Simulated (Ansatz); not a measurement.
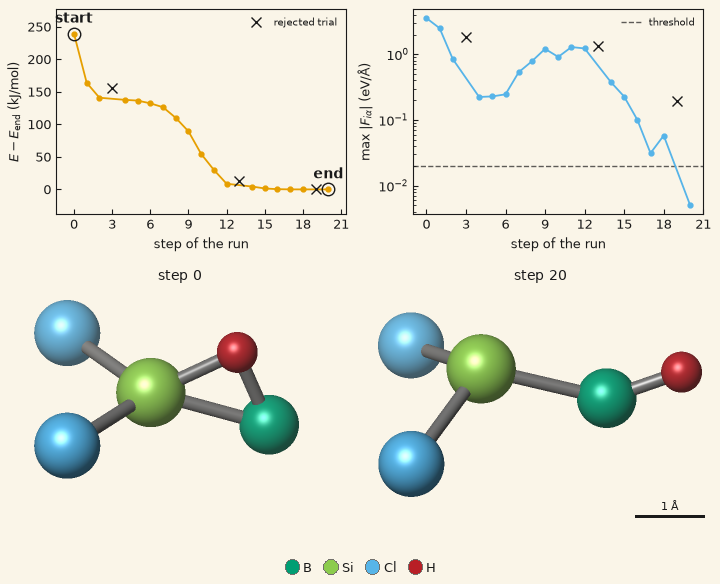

First and last geometry of a relaxation of BSiHCl2, with the history of the run. A ball-and-stick model, seen from a free direction.

The run prepares an end point of a later path (hydrogen shift) calculation, from a guessed geometry.

Theory: UKS B3LYP/6-31G* (Ansatz). Set-up: collinear spin; force threshold 0.02 eV/Å; at most 50 steps.

Read the history and describe the run.

It converged. The energy falls by 239.5 kJ/mol in 17 accepted moves (20 points after the start). Largest force component: 3.6 eV/Å at the start, 0.0051 eV/Å at the end. The line search rejected the trial steps at points 3, 13, 19 of the run. The atom that moves furthest after the best rigid fit is the H atom (1.28 Å). Largest moves by element: H 1.28 Å, Si 0.60 Å, B 0.56 Å, Cl 0.36 Å. Near-neighbour distances that change, for instance: H–Si 1.440 → 2.945 Å, B–H 1.311 → 1.186 Å, B–Si 1.822 → 1.911 Å, Cl–Si 2.033 → 2.083 Å. Bonds break: H–Si (1.44 → 2.94 Å). Bond angles that change, for instance: Si–B–H 51.7° → 142.8°, B–Si–Cl 126.0° → 113.5°, Cl–Si–Cl 105.6° → 109.9°. Cost: 42 s on 2 threads of AMD EPYC 9R45 96-Core Processor (Zen 5), on a shared host, peak memory 0.24 GiB.

```
step  E − E(0), kJ/mol  largest force component, eV/Å      note
   0              0.00                         3.5588          
   1            -75.53                         2.4989          
   2            -98.48                         0.8466          
   3            -83.87                         1.8104  rejected
   4           -101.75                         0.2242          
   5           -102.89                         0.2287          
   6           -107.11                         0.2460          
   7           -113.08                         0.5336          
   8           -129.41                         0.7833          
   9           -150.20                         1.2103          
  10           -184.96                         0.9126          
  11           -209.52                         1.2902          
  12           -230.75                         1.2287          
  13           -226.79                         1.3447  rejected
  14           -235.05                         0.3765          
  15           -237.99                         0.2272          
  16           -239.08                         0.1007          
  17           -239.42                         0.0313          
  18           -239.45                         0.0580          
  19           -239.39                         0.1938  rejected
  20           -239.47                         0.0051
```
